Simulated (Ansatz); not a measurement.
# Moving the knobs of a GW run on SnSe2 (P-3m1)

A base run on SnSe2 (P-3m1), then changed inputs.

Main program and level: Ansatz 0.2.0; G0W0 on PBE, plane waves, PAW; PAW set soft_1.

### 1. The structure

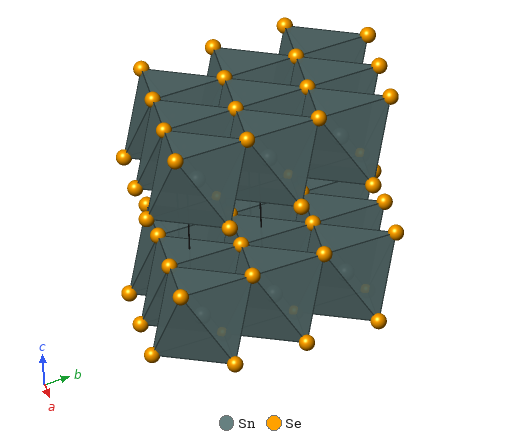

The starting structure, seen slightly off an axis (tin teal, selenium orange). 2×2×1 cells are drawn. Some periodic images of atoms are drawn too.

Geometry: measured cell, ions relaxed with PBE. The runs that relaxed it are not among those shown.

### 2. The base run: 6×6×4 mesh, 175 empty bands, screening to 100 eV, PAW set soft_1 files

Now the one-shot GW correction: screening in the RPA, then the self-energy of the levels asked for. This step takes PAW set soft_1 files.

input.yaml reads:

```yaml
crystal:
  lattice:
    - [3.811, 0.0, 0.0]
    - [-1.9055, 3.3004228138, 0.0]
    - [0.0, 0.0, 6.136]
  atoms:
    - { symbol: Sn, position: [0.0, 0.0, 0.0] }
    - { symbol: Se, position: [0.3333333333, 0.6666666667, 0.2614399677] }
    - { symbol: Se, position: [0.6666666667, 0.3333333333, 0.7385600323] }
kpoints:
  mp_grid: { grid: [6, 6, 4] }
hamiltonian:
  xc: pbe
  pseudopotentials: { kind: paw, azcp: { folder: soft_1 } }
scf:
  occupations: { method: fixed }
gw:
  n_empty_bands: 175
  ecut_chi: 100
  qp_bands: [v2, c2]
  qp_kpoints: band_edges
  screening: { model: contour_deformation }
```

Launch:

```bash
> ansatz run input.yaml --threads 2 --pin off --max-ram 92160MiB --backend cuda --events-out ev --progress --plain --runs-dir out --devices 1 --max-vram 13GiB
```

Numbers of over 12 decimals in the logs are rounded to 6 here.

What it wrote:

```text
GPUs: using 1 of 1 available (devices: 1).
Engine: ansatz 0.2.0, x86_64-unknown-linux-gnu
Pseudopotentials: kind: paw
Pseudopotential: Sn, paw, valence charge 14, recommended cutoff 420 eV (normal), soft_1/Sn.paw.azcp
Pseudopotential: Se, paw, valence charge 16, recommended cutoff 420 eV (normal), soft_1/Se.paw.azcp
Functional definition: PBE
  parameter kappa = 0.804
  parameter beta = 0.066725
  exchange = pbe_x(kappa = kappa, mu = beta*pi^2/3)
  correlation = pbe_c(beta = beta)
device memory: the entry about to start is reckoned to put 0.9 GiB on a device that reports 53.0 GiB free (of which the cap on the GPU budget leaves the run 13.0 GiB)
GPU FFT provider: cuFFT
GPU libraries: cuBLAS 13.8.2, cuFFT 12.4.0, cuSOLVER 12.3.4
Crystal: 3 atoms, lattice volume = 77.178 Å³
Basis set: ecut = 420 eV, 1485 PW (Γ)
Bands: 28, of which v1, the nominal top of the filled ones, is band 23 counted from 1 (22 counted from 0)
Symmetry: 12 space group operations
Space group: P-3m1 (ITA 164), of the structure as read, at distance tolerance 4.3e-5 Å
k-points: 24 of 144
Non-local potential: Sn, projectors of the file, l = 0: 2, l = 1: 2, l = 2: 2, l = 3: 1
Non-local potential: Se, projectors of the file, l = 0: 2, l = 1: 2, l = 2: 3, l = 3: 1
PAW form: soft (Blöchl's): semilocal exchange-correlation on the pseudo side does not see the compensation charge
PAW one-centre angular grid: Sn, 590 points (default); XC on 64 Gauss nodes
PAW one-centre angular grid: Se, 590 points (default); XC on 64 Gauss nodes
Initial density: superposition of atomic densities (chi_scale 0.1, normalization cell, long waves kept (reshape's long-wave potential 0.10 eV rms))
Initial wavefunctions: pseudopotential atomic-orbital guess
GPU buffer pool allocated for 32805 grid points (all kernels)
GPU transforms: local potential and band sums: pruned to the plane-wave sphere, on 25×25×45
Functional: x = pbe(κ = 0.804, μ = 0.219515), c = pbe(β = 0.066725)
SCF iter   1: F=—  HF=-16963.819844 eV  |F-HF|=—  |Δ(HF+E_count)|=         —  Δρ=3.23e-2  dr2=1.66e0  ethr=3.10e-3  ⟨swp⟩=5.0  Hψ=2578  notcnv=0  defer=67
preconditioner: auto → Resta (q_TF=auto, 2.503 Å⁻¹)  ε∞=4.0  [insulator: Δε(μ)=0.558 eV  Ē_g=9.780 eV  n_scr=22 (ndim 8)  ℏωp=16.9 eV  f_vac=0.027  ε∞_Penn≈4.0]
SCF iter   2: F=—  HF=-16963.468601 eV  |F-HF|=—  |Δ(HF+E_count)|=   3.51e-1  Δρ=1.63e-2  dr2=2.35e-1  ethr=3.10e-3  ⟨swp⟩=2.0  Hψ=969  notcnv=0  defer=29
SCF iter   3: F=—  HF=-16963.418506 eV  |F-HF|=—  |Δ(HF+E_count)|=   5.01e-2  Δρ=5.34e-3  dr2=1.81e-2  ethr=5.11e-4  ⟨swp⟩=2.0  Hψ=809  notcnv=0  defer=67
SCF iter   4: F=—  HF=-16963.418566 eV  |F-HF|=—  |Δ(HF+E_count)|=   5.98e-5  Δρ=1.08e-3  dr2=1.38e-3  ethr=3.94e-5  ⟨swp⟩=2.0  Hψ=1246  notcnv=0  defer=69
[...]
E_xc         = -295.618973
  E_vxc        = -260.578555  (∫ρ·V_xc dr)
  E_paw        = -8631.685862  (= ΣΔE_a)
  E_vpaw       = -702.965635  (= ΣTr[D̂ρ^β])
  E_aug_tail   = -0.000477  (compensation charges beyond the density's cutoff)
  E_ewald      = -4724.188291
  E_smearing   = -0.000000  (= −TS)
  E_closure    = 0.000000  (closes the sum)
  Σ components = -16963.419068   (vs F -16963.419068, Δ=0.00e0)
--- Band table (eV; the first three rows and the last of 24) ---
  k-point 0: bands = [... 19 lower, 7.4043, 7.6111, 7.6111, 7.7880, 8.8794, 11.0728, 12.6065, 12.6065, ... 1 higher]
  k-point 1: bands = [... 19 lower, 7.3180, 7.3180, 7.7348, 7.7348, 9.8595, 11.0538, 12.4424, 12.4424, ... 1 higher]
  k-point 2: bands = [... 19 lower, 7.2669, 7.2669, 7.8248, 7.8248, 10.4989, 10.9428, 12.2884, 12.2884, ... 1 higher]
  k-point 23: bands = [... 19 lower, 3.7758, 4.2254, 7.5327, 7.5327, 10.1903, 12.2199, 12.2199, 13.7625, ... 1 higher]
--- G₀W₀: contour deformation, 7 samples at zero and on the imaginary axis and 2 off it, 144 q-points, 175 empty bands' worth ---
  eigenvalues of the whole cell's RPA ε∞ on this k-mesh (on a slab, of 1 + 4πα/V) = 11.0095, 14.4259, 14.4259; static W/v taken at q = 0 is 0.074322
  bands read: the sum over 198 bands ends inside a degenerate multiplet in 2 slots, whose members it reads at an even weight; the widest, k=0: bands 198 to 199 (counted from 1) at 1/2 each
  gw.qp_kpoints: band_edges: 19 of 24 stored k-points solved, in 1 pass; an edge of the gap read off the rows below is read off those points alone
    valence top: of the k-points left out ik 20 came nearest to being solved in a further pass, in band 23 (counted from 1, as in the quasiparticle table): it holds the edge there only if its correction is more favourable than any solved in that band by at least 0.506 eV; those differ by 0.059 eV
    conduction bottom: of the k-points left out ik 17 came nearest to being solved in a further pass, in band 24 (counted from 1, as in the quasiparticle table): it holds the edge there only if its correction is more favourable than any solved in that band by at least 0.709 eV; those differ by 0.154 eV
    ik  band        ε_KS         Σx   Σc(E_QP)       V_xc       Z   E_QP_lin       E_QP  E_QP is
     0    22      7.6111   -17.4925     1.7276   -15.4207  0.7220     7.2626     7.2670  root
     0    23      7.7880   -17.6626     1.7424   -15.5492  0.7310     7.4128     7.4170  root
     0    24      8.8794   -11.9369    -3.0539   -15.2112  0.7703     9.1005     9.0998  root
     0    25     11.0728    -8.1307    -3.9961   -12.2763  0.7749    11.2229    11.2224  root
     1    22      7.7348   -17.5248     1.6467   -15.5328  0.7266     7.3856     7.3896  root
     1    23      7.7348   -17.5248     1.6467   -15.5328  0.7266     7.3856     7.3896  root
     1    24      9.8595   -12.3035    -3.2124   -15.7335  0.7545    10.0782    10.0771  root
     1    25     11.0538    -8.4206    -4.0092   -12.5975  0.7731    11.2222    11.2216  root
[...]
23    22      7.5327   -17.3922     1.8078   -15.1997  0.7223     7.1420     7.1481  root
    23    23      7.5327   -17.3922     1.8078   -15.1997  0.7223     7.1420     7.1481  root
    23    24     10.1903   -11.9121    -3.7297   -15.8864  0.7154    10.4366    10.4348  root
    23    25     12.2199    -7.9741    -4.1580   -12.2840  0.7718    12.3720    12.3717  root
[key lines of the parts left out:]
SCF converged after 8 iterations
Free energy (F): -16963.419068 eV
Fermi energy:    7.889192 eV
```

Run time: 35 s. Hardware: 1 × NVIDIA H100 80GB HBM3 (shared by 6 runs) with 2 threads of AMD EPYC 7R13 (Zen 3), shared host; peak memory 1.3 GiB; 52 s of CPU time.

Numbers from this step:

- bands summed: 198
- RPA ε∞ on this mesh (eigenvalues): 11.01, 14.43, 14.43
- plane waves in the screening matrix: 161
- q-points in the mesh: 144
- G0W0 gap on the mesh: 1.159 eV
- k of the valence top: 0, 0.1667, -0.25
- k of the conduction bottom: 0, -0.5, -0.5
- starting gap on the mesh: 0.7024 eV
- Z at the valence top: 0.7297
- Z at the conduction bottom: 0.7531
- least direct G0W0 gap on the computed points: 1.683 eV

The gap on the mesh goes from 0.70 eV to 1.16 eV, a correction of +0.46 eV. Between the two edge states, bare exchange in place of the xc potential would open the gap by 4.81 eV, and correlation takes back 4.35 eV.

### 3. Variant: wavefunction cutoff

Changes to input.yaml since step 2:

```diff
@@ -22 +22,3 @@
   screening: { model: contour_deformation }
+basis:
+  ecutwfc: 300
```

What it wrote:

```text
Warning: basis.ecutwfc = 300 eV is below the records' recommended 420 eV, and the density's cutoff is lower with it unless basis.ecutrho_ratio is high enough to keep the records' density cutoff: compare with a run at a higher cutoff
GPUs: using 1 of 1 available (devices: 1).
[...]
GPU FFT provider: cuFFT
GPU libraries: cuBLAS 13.8.2, cuFFT 12.4.0, cuSOLVER 12.3.4
Crystal: 3 atoms, lattice volume = 77.178 Å³
Basis set: ecut = 300 eV, 941 PW (Γ)
Bands: 28, of which v1, the nominal top of the filled ones, is band 23 counted from 1 (22 counted from 0)
Symmetry: 12 space group operations
[...]
k-points: 24 of 144
[...]
GPU buffer pool allocated for 20736 grid points (all kernels)
[...]
SCF iter   1: F=—  HF=-16963.713728 eV  |F-HF|=—  |Δ(HF+E_count)|=         —  Δρ=3.17e-2  dr2=1.63e0  ethr=3.10e-3  ⟨swp⟩=4.9  Hψ=2762  notcnv=0  defer=58
[...]
SCF iter   8: F=-16963.325834 eV  HF=-16963.325834 eV  |F-HF|=1.16e-7  |Δ(HF+E_count)|=   3.48e-6  Δρ=6.65e-6  dr2=6.49e-8  ethr=2.17e-10  ⟨swp⟩=8.5  Hψ=3061  notcnv=0
SCF 1 converged in 8 iterations: F = -16963.325834 eV  dr2 = 6.49e-8
[...]
NSCF: frozen V_eff on 24 k-points, pencils in batches of 32, up to order 112
[...]
NSCF: frozen V_eff on 24 k-points
G₀W₀ screening: q 1/24
[... further progress lines ...]
SCF converged after 8 iterations
Free energy (F): -16963.325834 eV
[...]
Internal energy: -16963.325834 eV  (E = F + TS)
E sigma→0 (E₀):  -16963.325834 eV
Fermi energy:    7.886136 eV
[...]
--- Band table (eV; the first three rows and the last of 24) ---
  k-point 0: bands = [... 19 lower, 7.4024, 7.6077, 7.6077, 7.7864, 8.8714, 11.0704, 12.6101, 12.6101, ... 1 higher]
  k-point 1: bands = [... 19 lower, 7.3162, 7.3162, 7.7314, 7.7314, 9.8533, 11.0533, 12.4486, 12.4486, ... 1 higher]
  k-point 2: bands = [... 19 lower, 7.2651, 7.2651, 7.8217, 7.8217, 10.4924, 10.9428, 12.2984, 12.2984, ... 1 higher]
  k-point 23: bands = [... 19 lower, 3.7738, 4.2238, 7.5300, 7.5300, 10.1862, 12.2252, 12.2252, 13.7771, ... 1 higher]
[...]
0    22      7.6077   -17.4970     1.7359   -15.4244  0.7219     7.2667     7.2710  root
     0    23      7.7864   -17.6707     1.7488   -15.5572  0.7309     7.4176     7.4217  root
     0    24      8.8714   -11.9447    -3.0284   -15.2149  0.7702     9.1142     9.1133  root
     0    25     11.0704    -8.1238    -3.9864   -12.2686  0.7749    11.2294    11.2287  root
     1    22      7.7314   -17.5291     1.6550   -15.5364  0.7266     7.3900     7.3938  root
     1    23      7.7314   -17.5291     1.6550   -15.5364  0.7266     7.3900     7.3938  root
     1    24      9.8533   -12.3152    -3.1884   -15.7408  0.7543    10.0919    10.0905  root
     1    25     11.0533    -8.4119    -3.9984   -12.5870  0.7731    11.2307    11.2300  root
[...]
23    22      7.5300   -17.3982     1.8150   -15.2051  0.7222     7.1460     7.1520  root
    23    23      7.5300   -17.3982     1.8150   -15.2051  0.7222     7.1460     7.1520  root
    23    24     10.1862   -11.9238    -3.7082   -15.8965  0.7153    10.4529    10.4507  root
    23    25     12.2252    -7.9626    -4.1482   -12.2700  0.7718    12.3847    12.3843  root
```

Run time: 25 s. Hardware: 1 × NVIDIA H100 80GB HBM3 (shared by 6 runs) with 2 threads; peak memory 1.3 GiB.

The G0W0 gap on the mesh is 1.170 eV.

Against the base:

```
     setting  base  variant
typed cutoff     -      300
```

```
                                    quantity  variant   base
                    starting gap on the mesh    0.702  0.702
                        G0W0 gap on the mesh    1.170  1.159
least direct G0W0 gap on the computed points    1.692  1.683
                        Z at the valence top    0.730  0.730
                  Z at the conduction bottom    0.753  0.753
```

### 4. Summary of results

| Property | Result |
| --- | --- |
| base | 1.16 eV, 35 s |
| wavefunction cutoff | 1.17 eV, 25 s |

What this shows: Wavefunction cutoff: the gap moves by +0.01 eV (the plane-wave cutoff goes from 420 to 300 eV). All runs here use a coarse mesh and modest cutoffs; they test settings and are not final values. The 6×6×4 mesh is coarse for this cell (its supercell is 23 Å along the shortest edge). The RPA ε∞ on it, from the PBE start, is 11.01 and 14.43; such meshes misread the long-range screening, most where the gap is narrow. The many-body steps are scalar-relativistic: spin-orbit coupling is not in them.

[Paths, hosts, dates, memory and timing lines, banners, echoed tables and standing remarks are left out of the program output.]

[Logs are printed without paths, hosts, clocks, repeated set-up lines and the standing remarks that a program may print on its own settings, such as how far it seeks lower states.]

[Runs of the session that timed out or met a known fault of the program may be left out.]

[Cells called generated may have been cut or substituted from an entry of the Crystallography Open Database or the Materials Project.]

[Hosts, paths, dates, database ids (printed as entryN), source tags and the programs' standing remarks are cut or masked in the printed files.]
